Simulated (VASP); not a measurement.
Band structure of NiGe (space group Pnma). All values below come from r2SCAN meta-GGA, VASP's PBE PAW potentials (set 64) (plane waves; VASP).

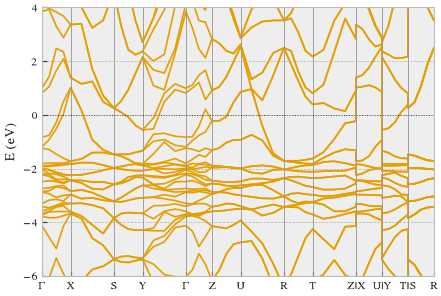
Figure: Bands along high-symmetry lines, zero at the valence-band maximum or, without a gap, the Fermi level

### Question
Read the plot: is there a gap, and where are the band edges?

### Answer
It has no gap at this level: it comes out as a metal or semimetal.

The structure comes from a computed database's NiGe entry (Pnma); how it stands against other phases isn't given here. It was relaxed first. The run is not spin-polarised, so no magnetic state was tried.
